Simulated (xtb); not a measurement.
Molecular dynamics of CHAlFNO (part 2 of 2)

CHAlFNO, SMILES O=C=[N][AlH][F]; GFN2-xTB (xtb 6.7.1). The run did not end well. The starting geometry was optimised with GFN2-xTB. The settings are looser than a standard set-up, so the numbers are not reference values.

Geometry of the input (Å):
```
O  1.0469  -2.6469  -0.6338
C  0.6367  -1.5944  -0.4053
N  0.2107  -0.5006  -0.1700
Al -0.4411  1.0937  0.2944
F  -0.5657  2.3174  -0.7913
H  -0.8874  1.3309  1.7061
```

Log, continued
```
 MD time /ps        :    0.20
 dt /fs             :    4.00
 SCC accuracy       :    2.00
 temperature /K     :  500.00
 max steps          :    50
 block length (av.) :  1250
 dumpstep(trj) /fs  :   20.00     5
 dumpstep(coords)/fs: 1000.00   250
 H atoms mass (amu) :     1
 # deg. of freedom  :    18
 SHAKE off
         time (ps)    <Epot>      Ekin   <T>   T     Etot       error
      0    0.00      0.00000   0.0428    0.    0.   -15.54591    0.0000
 average properties
 Epot               :  -3.3362578123464517
 Epot (accurate SCC):  -3.7890183377487903
 Ekin               :   4.6138180548445443E-002
 Etot               :  -3.2901196317980062
 T                  :   1618.8109821712051
 normal exit of md()
########################################################################
[ERROR] Runtime exception occurred
-119- xtb_calculator_singlepoint: Electronic structure method terminated
-118- scf: Setup of Coulomb evaluator failed
-117- type_latticepoint_update: Could not generate lattice points
-116- xtb_calculator_singlepoint: Electronic structure method terminated
-115- scf: Setup of Coulomb evaluator failed
-114- type_latticepoint_update: Could not generate lattice points
-113- xtb_calculator_singlepoint: Electronic structure method terminated
-112- scf: Setup of Coulomb evaluator failed
-111- type_latticepoint_update: Could not generate lattice points
-110- xtb_calculator_singlepoint: Electronic structure method terminated
-109- scf: Setup of Coulomb evaluator failed
-108- type_latticepoint_update: Could not generate lattice points
-107- xtb_calculator_singlepoint: Electronic structure method terminated
-106- scf: Setup of Coulomb evaluator failed
-105- type_latticepoint_update: Could not generate lattice points
-104- xtb_calculator_singlepoint: Electronic structure method terminated
-103- scf: Setup of Coulomb evaluator failed
-102- type_latticepoint_update: Could not generate lattice points
-101- xtb_calculator_singlepoint: Electronic structure method terminated
-100- scf: Setup of Coulomb evaluator failed
-99- type_latticepoint_update: Could not generate lattice points
-98- xtb_calculator_singlepoint: Electronic structure method terminated
-97- scf: Setup of Coulomb evaluator failed
-96- type_latticepoint_update: Could not generate lattice points
-95- xtb_calculator_singlepoint: Electronic structure method terminated
-94- scf: Setup of Coulomb evaluator failed
-93- type_latticepoint_update: Could not generate lattice points
-92- xtb_calculator_singlepoint: Electronic structure method terminated
-91- scf: Setup of Coulomb evaluator failed
-90- type_latticepoint_update: Could not generate lattice points
-89- xtb_calculator_singlepoint: Electronic structure method terminated
-88- scf: Setup of Coulomb evaluator failed
-87- type_latticepoint_update: Could not generate lattice points
-86- xtb_calculator_singlepoint: Electronic structure method terminated
-85- scf: Setup of Coulomb evaluator failed
-84- type_latticepoint_update: Could not generate lattice points
-83- xtb_calculator_singlepoint: Electronic structure method terminated
-82- scf: Setup of Coulomb evaluator failed
-81- type_latticepoint_update: Could not generate lattice points
-80- xtb_calculator_singlepoint: Electronic structure method terminated
-79- scf: Setup of Coulomb evaluator failed
-78- type_latticepoint_update: Could not generate lattice points
-77- xtb_calculator_singlepoint: Electronic structure method terminated
-76- scf: Setup of Coulomb evaluator failed
-75- type_latticepoint_update: Could not generate lattice points
-74- xtb_calculator_singlepoint: Electronic structure method terminated
-73- scf: Setup of Coulomb evaluator failed
-72- type_latticepoint_update: Could not generate lattice points
-71- xtb_calculator_singlepoint: Electronic structure method terminated
-70- scf: Setup of Coulomb evaluator failed
-69- type_latticepoint_update: Could not generate lattice points
-68- xtb_calculator_singlepoint: Electronic structure method terminated
-67- scf: Setup of Coulomb evaluator failed
-66- type_latticepoint_update: Could not generate lattice points
-65- xtb_calculator_singlepoint: Electronic structure method terminated
-64- scf: Setup of Coulomb evaluator failed
-63- type_latticepoint_update: Could not generate lattice points
-62- xtb_calculator_singlepoint: Electronic structure method terminated
-61- scf: Setup of Coulomb evaluator failed
-60- type_latticepoint_update: Could not generate lattice points
-59- xtb_calculator_singlepoint: Electronic structure method terminated
-58- scf: Setup of Coulomb evaluator failed
-57- type_latticepoint_update: Could not generate lattice points
-56- xtb_calculator_singlepoint: Electronic structure method terminated
-55- scf: Setup of Coulomb evaluator failed
-54- type_latticepoint_update: Could not generate lattice points
-53- xtb_calculator_singlepoint: Electronic structure method terminated
-52- scf: Setup of Coulomb evaluator failed
-51- type_latticepoint_update: Could not generate lattice points
-50- xtb_calculator_singlepoint: Electronic structure method terminated
-49- scf: Setup of Coulomb evaluator failed
-48- type_latticepoint_update: Could not generate lattice points
-47- xtb_calculator_singlepoint: Electronic structure method terminated
-46- scf: Setup of Coulomb evaluator failed
-45- type_latticepoint_update: Could not generate lattice points
-44- xtb_calculator_singlepoint: Electronic structure method terminated
-43- scf: Setup of Coulomb evaluator failed
-42- type_latticepoint_update: Could not generate lattice points
-41- xtb_calculator_singlepoint: Electronic structure method terminated
-40- scf: Setup of Coulomb evaluator failed
-39- type_latticepoint_update: Could not generate lattice points
-38- xtb_calculator_singlepoint: Electronic structure method terminated
-37- scf: Setup of Coulomb evaluator failed
-36- type_latticepoint_update: Could not generate lattice points
-35- xtb_calculator_singlepoint: Electronic structure method terminated
-34- scf: Setup of Coulomb evaluator failed
-33- type_latticepoint_update: Could not generate lattice points
-32- xtb_calculator_singlepoint: Electronic structure method terminated
-31- scf: Setup of Coulomb evaluator failed
-30- type_latticepoint_update: Could not generate lattice points
-29- xtb_calculator_singlepoint: Electronic structure method terminated
-28- scf: Setup of Coulomb evaluator failed
-27- type_latticepoint_update: Could not generate lattice points
-26- xtb_calculator_singlepoint: Electronic structure method terminated
-25- scf: Setup of Coulomb evaluator failed
-24- type_latticepoint_update: Could not generate lattice points
-23- xtb_calculator_singlepoint: Electronic structure method terminated
-22- scf: Setup of Coulomb evaluator failed
-21- type_latticepoint_update: Could not generate lattice points
-20- xtb_calculator_singlepoint: Electronic structure method terminated
-19- scf: Setup of Coulomb evaluator failed
-18- type_latticepoint_update: Could not generate lattice points
-17- xtb_calculator_singlepoint: Electronic structure method terminated
-16- scf: Setup of Coulomb evaluator failed
-15- type_latticepoint_update: Could not generate lattice points
-14- xtb_calculator_singlepoint: Electronic structure method terminated
-13- scf: Setup of Coulomb evaluator failed
-12- type_latticepoint_update: Could not generate lattice points
-11- xtb_calculator_singlepoint: Electronic structure method terminated
-10- scf: Setup of Coulomb evaluator failed
-9- type_latticepoint_update: Could not generate lattice points
-8- xtb_calculator_singlepoint: Electronic structure method terminated
-7- scf: Setup of Coulomb evaluator failed
-6- type_latticepoint_update: Could not generate lattice points
-5- xtb_calculator_singlepoint: Electronic structure method terminated
-4- scf: Setup of Coulomb evaluator failed
-3- type_latticepoint_update: Could not generate lattice points
-2- xtb_calculator_singlepoint: Electronic structure method terminated
-1- scf: Self consistent charge iterator did not converge
########################################################################

------------------------------------------------------------------------
------------------------------------------------------------------------
 total:
 *  cpu-time:     0 d,  0 h,  0 min,  0.311 sec
 * ratio c/w:     0.985 speedup
 SCF:
 *  cpu-time:     0 d,  0 h,  0 min,  0.004 sec
 * ratio c/w:     0.984 speedup
 MD:
 *  cpu-time:     0 d,  0 h,  0 min,  0.297 sec
 * ratio c/w:     0.985 speedup
```

Standard error
```
normal termination of xtb
```

Trajectory as extended XYZ (Å, eV, eV/Å), 10 frames, from step=0 to step=9
```
6
Properties=species:S:1:pos:R:3 step=0 time_fs=0.0 energy=-424.18900
O     1.0469   -2.6469   -0.6338
C     0.6367   -1.5944   -0.4053
N     0.2107   -0.5006   -0.1700
Al   -0.4411    1.0937    0.2944
F    -0.5657    2.3174   -0.7913
H    -0.8874    1.3309    1.7061
6
Properties=species:S:1:pos:R:3 step=1 time_fs=20.0 energy=-421.75695
O     1.1863   -2.6117   -0.5790
C     0.5226   -1.6407   -0.3594
N     0.0136   -0.5675   -0.2981
Al   -0.3474    1.1522    0.3408
F    -0.5370    2.3456   -0.8366
H    -1.5598    0.6455    2.4362
6
Properties=species:S:1:pos:R:3 step=2 time_fs=40.0 energy=-412.41777
O     1.1810   -2.5449   -0.4815
C     0.6039   -1.5065   -0.4703
N    -0.1553   -0.6003   -0.3061
Al   -0.2497    1.0605    0.1874
F    -0.5228    2.3614   -0.7704
H    -2.9940    0.5991    5.2026
6
Properties=species:S:1:pos:R:3 step=3 time_fs=60.0 energy=0.00000
O     1.0863   -2.2832   -0.4271
C     0.7257   -1.6047   -0.4721
N    -0.2329   -0.7180   -0.3393
Al   -0.1633    0.9294    0.0710
F    -0.5245    2.4713   -0.7451
H    -4.1532    0.6915    7.4785
6
Properties=species:S:1:pos:R:3 step=4 time_fs=80.0 energy=0.00000
O     0.9916   -2.0216   -0.3726
C     0.8475   -1.7028   -0.4738
N    -0.3105   -0.8358   -0.3724
Al   -0.0769    0.7982   -0.0455
F    -0.5263    2.5811   -0.7198
H    -5.3122    0.7842    9.7546
6
Properties=species:S:1:pos:R:3 step=5 time_fs=100.0 energy=0.00000
O     0.8969   -1.7599   -0.3182
C     0.9693   -1.8010   -0.4756
N    -0.3881   -0.9536   -0.4054
Al    0.0096    0.6671   -0.1620
F    -0.5281    2.6910   -0.6946
H    -6.4712    0.8769   12.0306
6
Properties=species:S:1:pos:R:3 step=6 time_fs=120.0 energy=0.00000
O     0.8022   -1.4983   -0.2637
C     1.0911   -1.8992   -0.4773
N    -0.4656   -1.0713   -0.4385
Al    0.0960    0.5360   -0.2784
F    -0.5298    2.8008   -0.6694
H    -7.6302    0.9695   14.3067
6
Properties=species:S:1:pos:R:3 step=7 time_fs=140.0 energy=0.00000
O     0.7075   -1.2366   -0.2092
C     1.2129   -1.9973   -0.4791
N    -0.5432   -1.1891   -0.4716
Al    0.1824    0.4049   -0.3949
F    -0.5316    2.9107   -0.6441
H    -8.7892    1.0622   16.5827
6
Properties=species:S:1:pos:R:3 step=8 time_fs=160.0 energy=0.00000
O     0.6128   -0.9750   -0.1548
C     1.3347   -2.0955   -0.4808
N    -0.6208   -1.3068   -0.5047
Al    0.2688    0.2738   -0.5114
F    -0.5334    3.0206   -0.6189
H    -9.9482    1.1549   18.8588
6
Properties=species:S:1:pos:R:3 step=9 time_fs=180.0 energy=0.00000
O     0.5181   -0.7133   -0.1003
C     1.4565   -2.1936   -0.4825
N    -0.6984   -1.4246   -0.5378
Al    0.3552    0.1427   -0.6279
F    -0.5352    3.1304   -0.5937
H   -11.1072    1.2475   21.1348
```

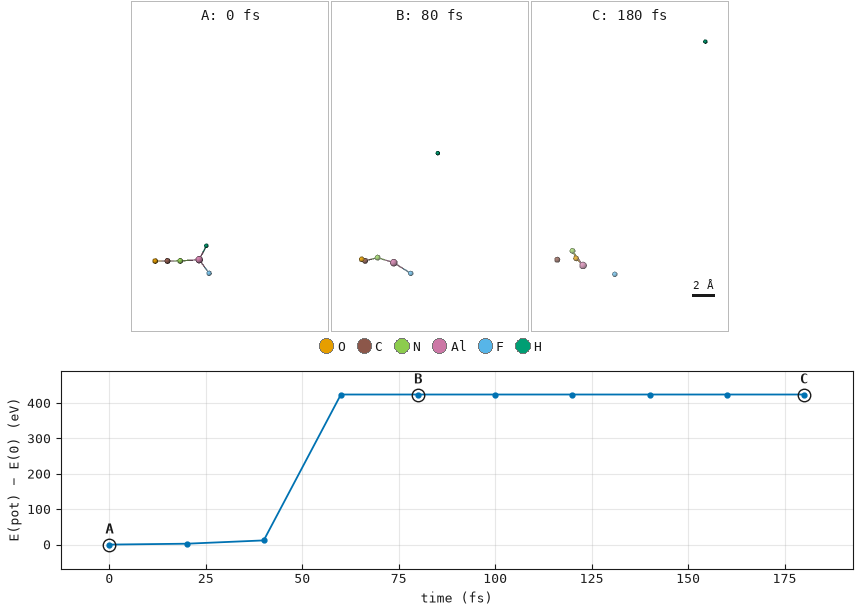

Fig. 1: Frames of the molecular dynamics (ball-and-stick, seen at an oblique angle) above the curves, on which the letters mark them. The trajectory kept here has 10 frames over 180 fs. The potential energy ends 424.189 eV above its first value. After an unweighted best fit of the last frame on the first, the root-mean-square displacement is 8.20 Å, and H6 has moved furthest (18.04 Å).

What the run reported

| quantity | value |
| --- | --- |
| outcome | not converged |
| trajectory | 10 frames kept, 180 fs |
| electrons treated | 26 |
| potential energy (first step) | −15.588658 hartree |
| dispersion energy (first step) | −0.002627 hartree |
| basis functions (first step) | 27 |
| peak memory | 0.071 GiB |

What went wrong

Settings chosen away from the usual ones: method = gfn2-xtb; task = md; geo = {"prev": "A"}; x = {"md_temperature": 500, "md_time": 0.2, "time_step": 4, "md_dump": 20, "hydrogen_mass": 1, "shake": 0, "nvt": "false"}. The run did not converge. Its last values are not results.
